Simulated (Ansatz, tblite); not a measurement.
# The cluster Cu2Se: one state, many levels

Aim: run the singlet of the cluster Cu2Se at one geometry on many levels, and compare frontier levels, spin and run time.

Method: as each input shows; program: Ansatz 0.2.0, Gaussian basis.

Levels to be run: GFN1-xTB, GFN2-xTB, PBE-D4/def2-TZVP, r2SCAN-D4/def2-TZVP, B97M-V/def2-TZVP, revPBE-D4/def2-TZVP, r2SCAN0-D4/def2-TZVP, HSE06-D4/def2-TZVP, BHLYP-D4/def2-TZVP, PBE-D4/def2-SVP, PBE0-D4/def2-SVP, PBE0-D4/def2-TZVPD, PBE-D4/def2-TZVPD, r2SCAN-D4/def2-TZVPD, CCSD(T)/def2-TZVPP, MP2/def2-TZVP, RPA/def2-TZVP.

## 1. The structure

The geometry is that of the singlet, from an earlier relaxation (PBE0-D4/def2-TZVP). At that level it is the lowest of the isomers that a small search found.

3 atoms, charge 0, spin multiplicity 1.

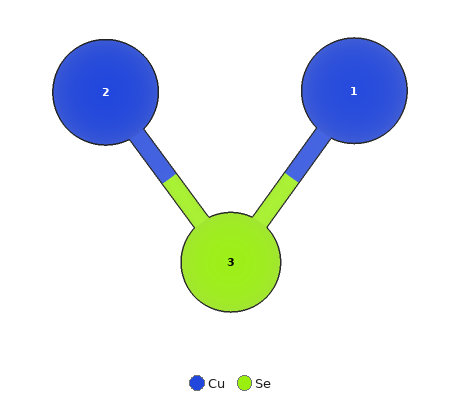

The structure; copper blue, selenium green; atoms are numbered from 1 in the order of the file.

Geometry (Å):

```xyz
3
Cu2Se
Cu    0.7984   -0.5823   -1.0481
Cu   -0.6263    1.2934    0.0985
Se   -0.1720   -0.7112    0.9497
```

No spin-orbit coupling is included.

PBE0-D4/def2-TZVP was run before; its log isn't repeated, and its numbers join the tables.

## 2. GFN1-xTB

Tight binding, by tblite at 300 K electronic temperature and without a spin-polarisation term:

```python
tblite.interface.Calculator('GFN1-xTB', numbers, positions, charge=0, uhf=0).singlepoint()
```

Energy -336.5912 eV, HOMO -10.89 eV, LUMO -8.21 eV; 0.003 s.

## 3. GFN2-xTB

Tight binding, by tblite at 300 K electronic temperature and without a spin-polarisation term:

```python
tblite.interface.Calculator('GFN2-xTB', numbers, positions, charge=0, uhf=0).singlepoint()
```

Energy -298.1758 eV, HOMO -9.56 eV, LUMO -6.76 eV; 0.004 s.

## 4. PBE-D4/def2-TZVP

start.molden holds the orbitals of an earlier run on this state, given as this run's starting guess.

in.yaml reads:

```yaml
crystal:
  periodic: [false, false, false]
  atoms:
    - {symbol: Cu, position_ang: [0.798363, -0.582256, -1.048132]}
    - {symbol: Cu, position_ang: [-0.626330, 1.293448, 0.098456]}
    - {symbol: Se, position_ang: [-0.172033, -0.711193, 0.949676]}
basis:
  gaussian: {orbitals: def2-TZVP, initial_orbitals: start.molden}
hamiltonian: {xc: pbe, dispersion: d4}
scf: {omitted_lower_state_checks: [starts]}
output: {forces: true, orbitals: {seedname: orbitals}}
```

The run is started by

```
> ansatz run in.yaml --threads 4 --pin off --events-out ev --progress --plain --max-ram 3916MiB
```

The runs that follow: r2SCAN-D4/def2-TZVP; B97M-V/def2-TZVP; revPBE-D4/def2-TZVP; r2SCAN0-D4/def2-TZVP; HSE06-D4/def2-TZVP; BHLYP-D4/def2-TZVP; PBE-D4/def2-SVP; PBE0-D4/def2-SVP; PBE0-D4/def2-TZVPD; PBE-D4/def2-TZVPD; r2SCAN-D4/def2-TZVPD; CCSD(T)/def2-TZVPP; MP2/def2-TZVP; RPA/def2-TZVP.

Before running them: what should the planned runs give, taken together? Wanted: gap in def2-TZVP, named functionals, smallest and largest; correlation energy, CCSD(T)/def2-TZVPP; correlation energy, MP2/def2-TZVP; binding an atom, CCSD(T)/def2-TZVPP; PBE0 total energy, smallest basis above largest.

The runs gave:

| quantity | value |
| --- | --- |
| gap in def2-TZVP, named functionals, smallest and largest | 1.31 eV (PBE-D4), 4.66 eV (BHLYP-D4) |
| correlation energy, CCSD(T)/def2-TZVPP | -32.85 eV |
| correlation energy, MP2/def2-TZVP | -30.83 eV |
| binding an atom, CCSD(T)/def2-TZVPP | 1.749 eV |
| PBE0 total energy, smallest basis above largest | 21.44 eV (def2-SVP, def2-TZVPD) |

Orbital gaps of the named functionals in def2-TZVP span 1.31 eV (PBE-D4) to 4.66 eV (BHLYP-D4); exact exchange widens it. The functionals in def2-TZVP miss CCSD(T)/def2-TZVPP by -0.182 (BHLYP-D4) to +0.199 eV (PBE-D4) an atom. The reference is CCSD(T) in one finite basis, so it carries an error of its own, often a tenth of an eV or more, and near misses can't be ranked.
